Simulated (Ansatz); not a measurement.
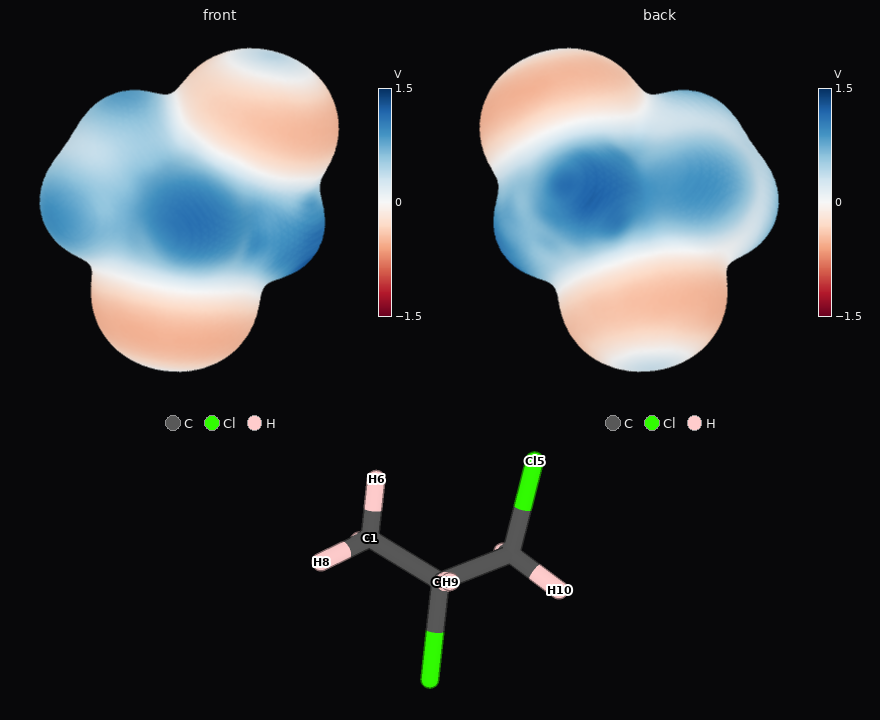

The picture shows: C3H6Cl2 (SMILES CC(Cl)CCl). The electrostatic potential painted on the density surface at 0.002 e/bohr³, seen from the front and from behind; the colour scale runs from red (negative) to blue (positive). The bare structure is drawn below in the same view.

Geometry: PBE0-D4/def2-TZVP.

The calculation used RKS PBE0-D4/def2-TZVPP (Ansatz).

```xyz
11

C    -1.0013   -0.6569    0.5161
C     0.3734   -0.0397    0.4566
Cl    1.6254   -1.3147    0.6636
C     0.6915    0.6531   -0.8509
Cl   -0.3541    2.0797   -1.0788
H    -1.7579    0.1218    0.4012
H    -1.1286   -1.3894   -0.2837
H    -1.1564   -1.1570    1.4720
H     0.5275    0.6545    1.2835
H     1.7203    1.0060   -0.8631
H     0.5256   -0.0147   -1.6959
```

Question: Which sites attract a positive test charge, and which a negative one?

Answer: A positive charge is drawn to the negative regions and a negative charge to the positive ones. The most negative region (about −0.5 V) lies over Cl3 and Cl5, the most positive (about +1.2 V) over H10 and H11. Cl3 shows a σ-hole: about +0.3 V at the tip opposite its bond, against about −0.4 V on its flanks. Cl5 shows a σ-hole: about +0.4 V at the tip opposite its bond, against about −0.3 V on its flanks.
